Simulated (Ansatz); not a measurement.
Start from SiO2 in the rutile structure (space group P4_2/mnm, No. 136; a = 4.185 Å, c = 2.669 Å). Axes: x, y, z lie along a, b, c of the conventional cell.

The change: uniaxial stress, 5 GPa compression along x; all other stress components relax to zero.

Calculations: Ansatz (an electronic-structure program), r2SCAN, PAW, cutoff 500 eV, no spin-orbit coupling.

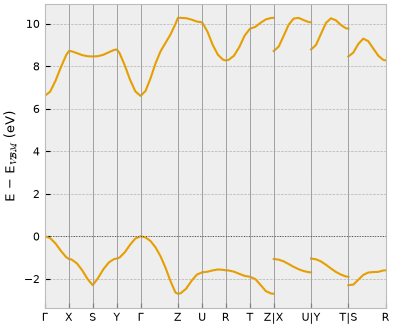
Fig. 1. Highest valence and lowest conduction band along the path of the changed cell's own zone

The gap is 6.60 eV, direct at Γ; the base has 6.51 eV.

Load acts through the strain it causes; cell and atoms are relaxed under it. Stability under load was not tested beyond the relaxation. k-point labels follow each cell's own Brillouin zone.
